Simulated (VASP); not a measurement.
Band structure of Hg4SSe3 (ordered alloy cell). Computed with PBEsol GGA, VASP's PBE PAW potentials (set 64) (plane waves; VASP).

Unless said otherwise, spin-orbit coupling is left out, though it shifts the bands of the heavy elements here.

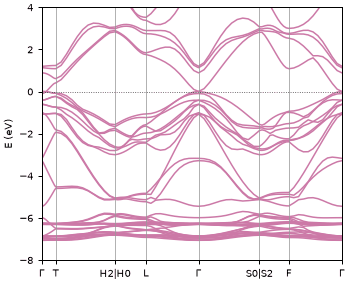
Figure. Bands along high-symmetry lines, zero at the valence-band maximum or, without a gap, the Fermi level

Problem. Read the plot: is there a gap, and where are the band edges?

Solution. It has no gap at this level: it comes out as a metal or semimetal. (Edges off the drawn lines would not show.)

The structure was generated: Hg4SSe3 was put into an ordered model structure (R3m), which need not be its known phase. It was relaxed first.
